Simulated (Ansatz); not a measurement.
# Tunnelling from Mg(0001) to Mg(0001): the current at the widest gap

Three vacuum gaps between Mg(0001) and Mg(0001) are known. What current density flows at 0.25 V across 6.5 Å?

How it was computed: Ansatz 0.2.0, plane waves with PAW datasets, LDA; a slab with two metal leads whose outer parts are reservoirs, with density and current solved under bias (Landauer, 300 K). The gap is counted from plane to plane of nuclei, and atoms stay on ideal sites.

Results; the value marked ? is to be predicted:

| gap (Å) | drop between the leads' cuts at 0.25 V (V) | current density at 0.25 V (A/m²) |
| --- | --- | --- |
| 3.5 | 0.0875 | 1.38×10¹⁴ |
| 4.5 | 0.201 | 4.78×10¹³ |
| 5.5 | 0.238 | 1.16×10¹³ |
| 6.5 | 0.247 | ? |

Worked fit:

Tunnelling falls as exp(−βd). From 3.5 to 4.5 Å, β = ln(1.38×10¹⁴/4.78×10¹³)/1 = 1.06 Å⁻¹, and from 4.5 to 5.5 Å it is 1.41 Å⁻¹; the slope still steepens as the gap leaves contact, so the wider pair is taken. Then 1.16×10¹³ × exp(−1.41 × 1). Predicted: 2.82×10¹² A/m².

**The withheld run.**

2.34×10¹² A/m², so the prediction is 20 % too high. The last step has β = 1.60 Å⁻¹, an apparent barrier ħ²β²/8m of 2.4 eV: the decay of this current is still steepening. The conductances at 0 V give β = 1.44 and 1.63 Å⁻¹ for the last two steps.

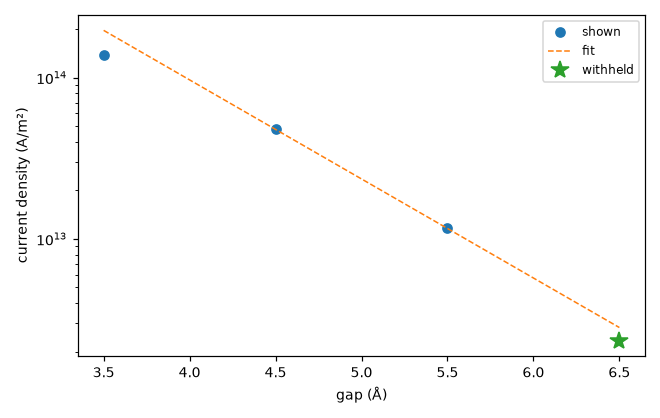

Current density against the gap.

**Limits.** On every other k-point the currents of these runs, at any bias, move by up to 16 %. A semilocal functional lacks the image potential's tail.
